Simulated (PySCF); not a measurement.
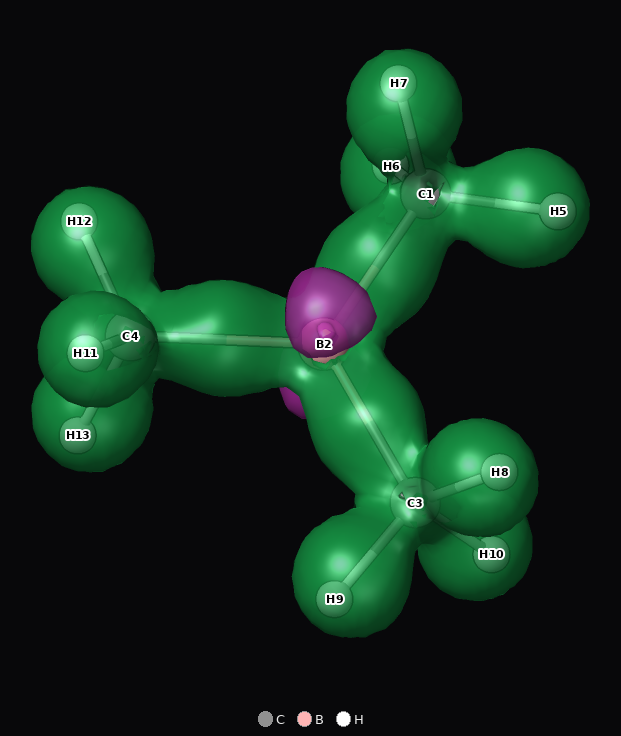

*C3H9B, SMILES `CB(C)C`. Deformation density (molecule less spherical, spin-averaged free atoms at the same positions), surfaces at ±0.15 e/Å³; green: gain, purple: loss.*

PySCF calculation, B3LYP/def2-SVPD, gas phase; geometry: GFN2-xTB. No frequency check shows the geometry to be a minimum.

> Describe the bonding that the map shows.

C1–H5, C3–H9 and C4–H12: +0.64 e/Å³ at the bond critical point (bond length 1.09 Å). C1–H7, C3–H8, C4–H11, C1–H6 and 2 more like them: +0.61 e/Å³ at the bond critical point (bond length 1.09 Å). B2–C3, B2–C4 and C1–B2: +0.43 e/Å³ at the bond critical point (bond length 1.58 Å). In all, 2.7 electrons gather in the regions of gain relative to the promolecule.

The PySCF run took 11 s on 1 thread of Intel(R) Xeon(R) Platinum 8488C (Sapphire Rapids) (shared host), peak memory 0.57 GiB.
